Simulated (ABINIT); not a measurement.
# Quasiparticle gap of SrTiO3 (Tausonite) in ABINIT

How does a plane-wave GW calculation on SrTiO3 (Tausonite) run from the first input to the gap?

Program: ABINIT 10.8.3. Level of theory: PBE and many-body steps on it, plane waves. Results are calculated unless marked as measured.

**What was measured.**

- Gap 3.77 eV: direct gap (M0 critical point); spectroscopic ellipsometry, second-derivative fit; 300 K; bulk crystal (commercial single crystal) (“Optical probe of ferroelectric order in bulk and thin film perovskite titanates”, 2013, arxiv:1309.1245).

## Step 1: The structure

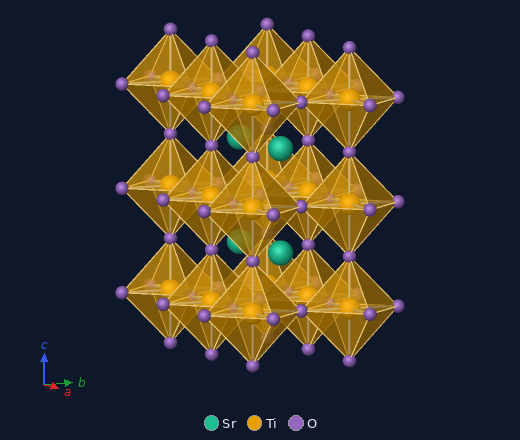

The starting structure, seen slightly off an axis (strontium teal, titanium orange, oxygen purple). 2×1×2 cells are drawn. Some periodic images of atoms are drawn too.

Coordinates:

```cif
data_structure
_symmetry_space_group_name_H-M 'Pm-3m'
_symmetry_Int_Tables_number 221
_cell_length_a 3.9053
_cell_length_b 3.9053
_cell_length_c 3.9053
_cell_angle_alpha 90.000
_cell_angle_beta 90.000
_cell_angle_gamma 90.000
_cell_volume 59.56
loop_
_atom_site_label
_atom_site_type_symbol
_atom_site_symmetry_multiplicity
_atom_site_Wyckoff_symbol
_atom_site_fract_x
_atom_site_fract_y
_atom_site_fract_z
_atom_site_occupancy
Sr1 Sr 1 b 0.50000 0.50000 0.50000 1
Ti1 Ti 1 a 0.00000 0.00000 0.00000 1
O1 O 3 d 0.50000 0.00000 0.00000 1
```

The cell and positions come from the Crystallography Open Database and are kept as given unless a step says otherwise.

## Step 2: Ground state

This step: ABINIT 10.8.3; DFT, PBE, plane waves, norm-conserving pseudopotentials.

The ground-state density comes first.

run.abi

```
acell 3*1.0 Angstrom
rprim 
  3.905280000000 0.000000000000 0.000000000000
  0.000000000000 3.905280000000 0.000000000000
  0.000000000000 0.000000000000 3.905280000000
ntypat 3
znucl 38 22 8
natom 5
typat 1 2 3 3 3
xred 
  0.500000000000 0.500000000000 0.500000000000
  0.000000000000 0.000000000000 0.000000000000
  0.500000000000 0.000000000000 0.000000000000
  0.000000000000 0.500000000000 0.000000000000
  0.000000000000 0.000000000000 0.500000000000
pp_dirpath "pseudos"
pseudos "Sr.upf, Ti.upf, O.upf"
ecut 38
ngkpt 6 6 6
nshiftk 1
shiftk 0 0 0
kptopt 1
chksymbreak 0
nband 26
occopt 1
tolvrs 1e-10
nstep 60
prtwf 0
indata_prefix "in"
outdata_prefix "out"
tmpdata_prefix "tmp"
```

The run is started by

```console
> OMP_NUM_THREADS=1 mpirun -n 4 abinit run.abi > log
```

Numbers of over 12 decimals in the logs are rounded to 6 here.

What it wrote:

```text
.Version 10.8.3 of ABINIT. v10.8.2 released Aug 2026.

 Symmetries : space group Pm -3 m (#221); Bravais cP (primitive cubic)
================================================================================
 Values of the parameters that define the memory need of the present run
     intxc =       0    ionmov =       0      iscf =       7    lmnmax =       6
     lnmax =       6     mgfft =      45  mpssoang =       3    mqgrid =    3001
     natom =       5  nloc_mem =       1    nspden =       1   nspinor =       1
    nsppol =       1      nsym =      48    n1xccc =    2501    ntypat =       3
    occopt =       1   xclevel =       2
-    mband =          26        mffmem =           1         mkmem =           5
       mpw =        4525          nfft =       91125          nkpt =          20
================================================================================
  Rough estimation (10% accuracy) of disk space for files :
================================================================================

--------------------------------------------------------------------------------
------------- Echo of variables that govern the present computation ------------
--------------------------------------------------------------------------------
 -outvars: echo values of preprocessed input variables --------
            acell      1.8897261259E+00  1.8897261259E+00  1.8897261259E+00 Bohr

      chksymbreak           0
             ecut      3.80000000E+01 Hartree
-          fftalg         312

              ixc     -101130
              kpt      0.00000000E+00  0.00000000E+00  0.00000000E+00
                       1.66666667E-01  0.00000000E+00  0.00000000E+00
                       3.33333333E-01  0.00000000E+00  0.00000000E+00
                       5.00000000E-01  0.00000000E+00  0.00000000E+00
                       1.66666667E-01  1.66666667E-01  0.00000000E+00
                       3.33333333E-01  1.66666667E-01  0.00000000E+00
                       5.00000000E-01  1.66666667E-01  0.00000000E+00
                       3.33333333E-01  3.33333333E-01  0.00000000E+00
                       5.00000000E-01  3.33333333E-01  0.00000000E+00
   [... 9 further rows ...]
                       5.00000000E-01  5.00000000E-01  3.33333333E-01
                       5.00000000E-01  5.00000000E-01  5.00000000E-01
         kptrlatt        6    0    0      0    6    0      0    0    6
          kptrlen      4.42794579E+01
P           mkmem           5
            natom           5
            nband          26
            ngfft          45      45      45
             nkpt          20
            nstep          60
             nsym          48
           ntypat           3
              occ      2.000000  2.000000  2.000000  2.000000  2.000000  2.000000
                       2.000000  2.000000  2.000000  2.000000  2.000000  2.000000
                       2.000000  2.000000  2.000000  2.000000  2.000000  2.000000
                       2.000000  2.000000  0.000000  0.000000  0.000000  0.000000
                       0.000000  0.000000
            prtwf           0
            rprim      3.9052800000E+00  0.0000000000E+00  0.0000000000E+00
[...]
spgroup         221

           tolvrs      1.00000000E-10

             xred      5.0000000000E-01  5.0000000000E-01  5.0000000000E-01
[...]
znucl       38.00000   22.00000    8.00000

================================================================================

 chkinp: Checking input parameters for consistency.

================================================================================
== DATASET  1 ==================================================================
-   mpi_nproc: 4, omp_nthreads: 1 (-1 if OMP is not activated)

--- !DatasetInfo
iteration_state: {dtset: 1, }
dimensions: {natom: 5, nkpt: 20, mband: 26, nsppol: 1, nspinor: 1, nspden: 1, mpw: 4525, }
cutoff_energies: {ecut:  38.0, pawecutdg:  -1.0, }
electrons: {nelect:   4.00000000E+01, charge:   0.00000000E+00, occopt:   1.00000000E+00, tsmear:   1.00000000E-02, }

 Real(R)+Recip(G) space primitive vectors, cartesian coordinates (Bohr,Bohr^-1):
 R(1)=  7.3799096  0.0000000  0.0000000  G(1)=  0.1355030  0.0000000  0.0000000
 R(2)=  0.0000000  7.3799096  0.0000000  G(2)=  0.0000000  0.1355030  0.0000000
 R(3)=  0.0000000  0.0000000  7.3799096  G(3)=  0.0000000  0.0000000  0.1355030
 Unit cell volume ucvol=  4.0193251E+02 bohr^3
 Angles (23,13,12)=  9.00000000E+01  9.00000000E+01  9.00000000E+01 degrees

 getcut: wavevector=  0.0000  0.0000  0.0000  ngfft=  45  45  45
         ecut(hartree)=     38.000   => boxcut(ratio)=   2.14855

--- Pseudopotential description ------------------------------------------------
- Sr Generated using ONCVPSP code by D. R. Hamann
- 38.00000  10.00000  171031                  znucl, zion, pspdat
12 -101130 2 -1 1834                          pspcod,pspxc,lmax,lloc,mmax
     nproj     2     2     2
  pspatm : epsatm=   12.84204793
         --- l  ekb(1:nproj) -->
[...]
pspatm: atomic psp has been read  and splines computed

- Ti Generated using ONCVPSP code by D. R. Hamann
- 22.00000  12.00000  171031                  znucl, zion, pspdat
12 -101130 2 -1 1586                          pspcod,pspxc,lmax,lloc,mmax
[...]
ETOT  6  -143.53667094116    -1.177E-02 2.378E-03 2.084E+01
 ETOT  7  -143.54052405821    -3.853E-03 9.859E-03 1.503E+00
 ETOT  8  -143.54082156406    -2.975E-04 1.867E-03 1.093E-01
 ETOT  9  -143.54084400344    -2.244E-05 4.528E-03 3.528E-04
 ETOT 10  -143.54084405617    -5.273E-08 1.489E-03 1.322E-04
 ETOT 11  -143.54084407869    -2.251E-08 1.326E-03 4.309E-06
 ETOT 12  -143.54084407962    -9.340E-10 9.459E-04 1.902E-09
 ETOT 13  -143.54084407962    -2.785E-12 1.805E-03 8.134E-10
 ETOT 14  -143.54084407963    -5.002E-12 1.226E-03 2.542E-12

 At SCF step   14       vres2   =  2.54E-12 < tolvrs=  1.00E-10 =>converged.

 Cartesian components of stress tensor (hartree/bohr^3)
  sigma(1 1)= -1.16965023E-04  sigma(3 2)=  0.00000000E+00
  sigma(2 2)= -1.16965023E-04  sigma(3 1)=  0.00000000E+00
  sigma(3 3)= -1.16965023E-04  sigma(2 1)=  0.00000000E+00

--- !ResultsGS
iteration_state: {dtset: 1, }
comment   : Summary of ground state results
lattice_vectors:
- [  7.3799096,   0.0000000,   0.0000000, ]
- [  0.0000000,   7.3799096,   0.0000000, ]
- [  0.0000000,   0.0000000,   7.3799096, ]
lattice_lengths: [   7.37991,    7.37991,    7.37991, ]
lattice_angles: [ 90.000,  90.000,  90.000, ] # degrees, (23, 13, 12)
lattice_volume:   4.0193251E+02
convergence: {deltae: -5.002E-12, res2:  2.542E-12, residm:  1.226E-03, diffor: null, }
etotal    :  -1.43540844E+02
entropy   :   0.00000000E+00
fermie    :   2.54497182E-01
cartesian_stress_tensor: # hartree/bohr^3
- [ -1.16965023E-04,   0.00000000E+00,   0.00000000E+00, ]
- [  0.00000000E+00,  -1.16965023E-04,   0.00000000E+00, ]
- [  0.00000000E+00,   0.00000000E+00,  -1.16965023E-04, ]
pressure_GPa:   3.4412E+00
xred      :
- [  5.0000E-01,   5.0000E-01,   5.0000E-01, Sr]
- [  0.0000E+00,   0.0000E+00,   0.0000E+00, Ti]
- [  5.0000E-01,   0.0000E+00,   0.0000E+00,  O]
- [  0.0000E+00,   5.0000E-01,   0.0000E+00,  O]
- [  0.0000E+00,   0.0000E+00,   5.0000E-01,  O]
cartesian_forces: # hartree/bohr
- [ -0.00000000E+00,  -0.00000000E+00,  -0.00000000E+00, ]
- [ -0.00000000E+00,  -0.00000000E+00,  -0.00000000E+00, ]
- [ -0.00000000E+00,  -0.00000000E+00,  -0.00000000E+00, ]
- [ -0.00000000E+00,  -0.00000000E+00,  -0.00000000E+00, ]
- [ -0.00000000E+00,  -0.00000000E+00,  -0.00000000E+00, ]
force_length_stats: {min:   0.00000000E+00, max:   0.00000000E+00, mean:   0.00000000E+00, }

 Integrated electronic density in atomic spheres:
 ------------------------------------------------
 Atom  Sphere_radius  Integrated_density
[...]
================================================================================

 ----iterations are completed or convergence reached----

 Mean square residual over all n,k,spin=   83.496E-07; max=  12.261E-04
 reduced coordinates (array xred) for    5 atoms
       0.500000000000      0.500000000000      0.500000000000
       0.000000000000      0.000000000000      0.000000000000
       0.500000000000      0.000000000000      0.000000000000
       0.000000000000      0.500000000000      0.000000000000
       0.000000000000      0.000000000000      0.500000000000
 rms dE/dt=  0.0000E+00; max dE/dt=  0.0000E+00; dE/dt below (all hartree)
    1       0.000000000000      0.000000000000      0.000000000000
    2       0.000000000000      0.000000000000      0.000000000000
    3       0.000000000000      0.000000000000      0.000000000000
    4       0.000000000000      0.000000000000      0.000000000000
    5       0.000000000000      0.000000000000      0.000000000000

 cartesian coordinates (angstrom) at end:
    1      1.952640     1.952640     1.952640
    2      0.000000     0.000000     0.000000
    3      1.952640     0.000000     0.000000
    4      0.000000     1.952640     0.000000
    5      0.000000     0.000000     1.952640

 cartesian forces (hartree/bohr) at end:
[...]
frms,max,avg= 0.0000000E+00 0.0000000E+00   0.000E+00  0.000E+00  0.000E+00 h/b

 cartesian forces (eV/Angstrom) at end:
    1     -0.000000    -0.000000    -0.000000
    2     -0.000000    -0.000000    -0.000000
    3     -0.000000    -0.000000    -0.000000
    4     -0.000000    -0.000000    -0.000000
    5     -0.000000    -0.000000    -0.000000
 frms,max,avg= 0.0000000E+00 0.0000000E+00   0.000E+00  0.000E+00  0.000E+00 e/A
 length scales=  1.889726125908  1.889726125908  1.889726125908 bohr
              =  1.000000000000  1.000000000000  1.000000000000 angstroms
 prteigrs : about to open file out_EIG
 Fermi (or HOMO) energy (hartree) =   0.25450   Average Vxc (hartree)=  -0.42036
 Eigenvalues (hartree) for nkpt=  20  k points:
 kpt#   1, nband= 26, wtk=  0.00463, kpt=  0.0000  0.0000  0.0000 (reduced coord)
  -1.81815   -0.94790   -0.94625   -0.94625   -0.94625   -0.38343   -0.34734   -0.34734
  -0.28601   -0.28601   -0.28601    0.15118    0.15118    0.15118    0.21165    0.21165
   0.21165    0.24145    0.24145    0.24145    0.32460    0.32460    0.32460    0.41575
   0.41576    0.45510
 prteigrs : prtvol=0 or 1, do not print more k-points.

--- !EnergyTerms
iteration_state     : {dtset: 1, }
comment             : Components of total free energy in Hartree
kinetic             :  6.54542980228912E+01
hartree             :  3.02029718585673E+01
xc                  : -2.97726453297862E+01
Ewald energy        : -1.06245779347251E+02
psp_core            :  4.58881612978461E+00
local_psp           : -1.06039726698925E+02
non_local_psp       : -1.72877871490931E+00
total_energy        : -1.43540844079629E+02
total_energy_eV     : -3.90594535032491E+03
band_energy         : -1.20259377884534E+01

 Cartesian components of stress tensor (hartree/bohr^3)
  sigma(1 1)= -1.16965023E-04  sigma(3 2)=  0.00000000E+00
  sigma(2 2)= -1.16965023E-04  sigma(3 1)=  0.00000000E+00
  sigma(3 3)= -1.16965023E-04  sigma(2 1)=  0.00000000E+00

-Cartesian components of stress tensor (GPa)         [Pressure=  3.4412E+00 GPa]
- sigma(1 1)= -3.44122979E+00  sigma(3 2)=  0.00000000E+00
- sigma(2 2)= -3.44122979E+00  sigma(3 1)=  0.00000000E+00
- sigma(3 3)= -3.44122979E+00  sigma(2 1)=  0.00000000E+00

== END DATASET(S) ==============================================================
================================================================================

 -outvars: echo values of variables after computation  --------
           etotal     -1.4354084408E+02
            nband          26
             nkpt          20
          spgroup         221
 [... the other variables as echoed above ...]

 Calculation completed.
```

It took 32 s on 4 MPI ranks of Arm Neoverse V2, shared host; peak memory 0.34 GiB.

Numbers from this step:

- total energy: -3905.9454 eV
- gap: 1.908 eV
- k of the valence top: 0.5, 0.5, 0.5
- k of the conduction bottom: 0, 0, 0
- least direct gap: 2.263 eV
- pressure: 3.441 GPa

The gap is indirect, with the least direct gap 0.36 eV higher.

The cutoff was set for levels, not for stress, so the pressure can be off by some GPa.

## Step 3: Empty states on the mesh, 4×4×4 mesh, 184 bands

The sums over transitions need many empty states on a uniform mesh; this step solves for them.

Edit run.abi of step 2 so:

```diff
@@ -18,3 +18,3 @@
 ecut 38
-ngkpt 6 6 6
+ngkpt 4 4 4
 nshiftk 1
@@ -23,7 +23,10 @@
 chksymbreak 0
-nband 26
+irdden 1
+istwfk *1
+nband 184
+prtvol 0
+optdriver 6
+gwr_task "HDIAGO"
+paral_kgb 0
 occopt 1
-tolvrs 1e-10
-nstep 60
-prtwf 0
 indata_prefix "in"
```

What it wrote:

```text
[banner, memory and clock lines left out]
.Version 10.8.3 of ABINIT. v10.8.2 released Aug 2026.

 Symmetries : space group Pm -3 m (#221); Bravais cP (primitive cubic)
[... echo of the input left out ...]
== DATASET  1 ==================================================================
-   mpi_nproc: 4, omp_nthreads: 1 (-1 if OMP is not activated)

--- !DatasetInfo
iteration_state: {dtset: 1, }
dimensions: {natom: 5, nkpt: 10, mband: 184, nsppol: 1, nspinor: 1, nspden: 1, mpw: 4632, }
cutoff_energies: {ecut:  38.0, pawecutdg:  -1.0, }
electrons: {nelect:   4.00000000E+01, charge:   0.00000000E+00, occopt:   1.00000000E+00, tsmear:   1.00000000E-02, }

.Using double precision arithmetic; gwpc =  8

- Reading GS density from: in_DEN

--- Pseudopotential description ------------------------------------------------
- Sr Generated using ONCVPSP code by D. R. Hamann
- 38.00000  10.00000  171031                  znucl, zion, pspdat
12 -101130 2 -1 1834                          pspcod,pspxc,lmax,lloc,mmax
     nproj     2     2     2
  pspatm : epsatm=   12.84204793
         --- l  ekb(1:nproj) -->
             0    9.951127    1.027824
             1    7.382610    1.665143
             2    4.168853    0.950057
 pspatm: atomic psp has been read  and splines computed

- Ti Generated using ONCVPSP code by D. R. Hamann
- 22.00000  12.00000  171031                  znucl, zion, pspdat
12 -101130 2 -1 1586                          pspcod,pspxc,lmax,lloc,mmax
     nproj     2     2     2
  pspatm : epsatm=   14.68144553
         --- l  ekb(1:nproj) -->
[...]
pspatm: atomic psp has been read  and splines computed

- O Generated using ONCVPSP code by D. R. Hamann
-  8.00000   6.00000  171031                  znucl, zion, pspdat
12 -101130 2 -1 936                           pspcod,pspxc,lmax,lloc,mmax
     nproj     2     2     1
  pspatm : epsatm=    6.19545534
         --- l  ekb(1:nproj) -->
             0    6.056735    0.824024
             1   -4.717130   -1.149271
             2   -1.331955
 pspatm: atomic psp has been read  and splines computed

   1.84439438E+03                                ecore*ucvol(ha*bohr**3)

 Total charge density [el/Bohr^3]
)     Maximum=    1.3479E+00  at reduced coord.    0.0000    0.0000    0.9111
)     Minimum=    5.0390E-03  at reduced coord.    0.4889    0.4889    0.0000
   Integrated=    4.0000E+01

 === KS gaps after direct diagonalization ===
 Indirect band gap semiconductor
 Fundamental gap:     1.908 (eV)
   VBM:     6.925 (eV) at k: [ 5.0000E-01,  5.0000E-01,  5.0000E-01]
   CBM:     8.833 (eV) at k: [ 0.0000E+00,  0.0000E+00,  0.0000E+00]
 Direct gap:         2.263 (eV) at k: [ 0.0000E+00,  0.0000E+00,  0.0000E+00]

== END DATASET(S) ==============================================================

 -outvars: echo values of variables after computation  --------
           etotal      0.0000000000E+00
            nband         184
             nkpt          10
          spgroup         221
 [... the other variables as echoed above ...]

 Calculation completed.
```

It took 2.8 min on 4 MPI ranks; peak memory 4.6 GiB.

Numbers from this step:

| Item | Value |
| --- | --- |
| gap | 1.908 eV |
| k of the valence top | 0.5, 0.5, 0.5 |
| k of the conduction bottom | 0, 0, 0 |
| least direct gap | 2.263 eV |
| k points computed | 10 |
| lowest point of the top converged band, above the valence top | 95.6501 eV |

On this mesh the gap is 1.908 eV.

[end of part 1 of 2]

[Paths, hosts, dates, memory and timing lines, banners, echoed tables and standing remarks are left out of the program output.]

[Logs are printed without paths, hosts, clocks, repeated set-up lines and the standing remarks that a program may print on its own settings, such as how far it seeks lower states.]

[Runs of the session that timed out or met a known fault of the program may be left out.]

[Hosts, paths, dates, database ids (printed as entryN), source tags and the programs' standing remarks are cut or masked in the printed files.]

[G0W0 gaps are taken among the corrected bands and points alone; a level outside them can change the order at an edge.]

[Where Ansatz stands beside ABINIT at settings called matched, ABINIT's density can come from a denser mesh and the files from another edition; pairs whose starting gaps differed by over 0.03 eV were left out, so agreement reads better than it is.]
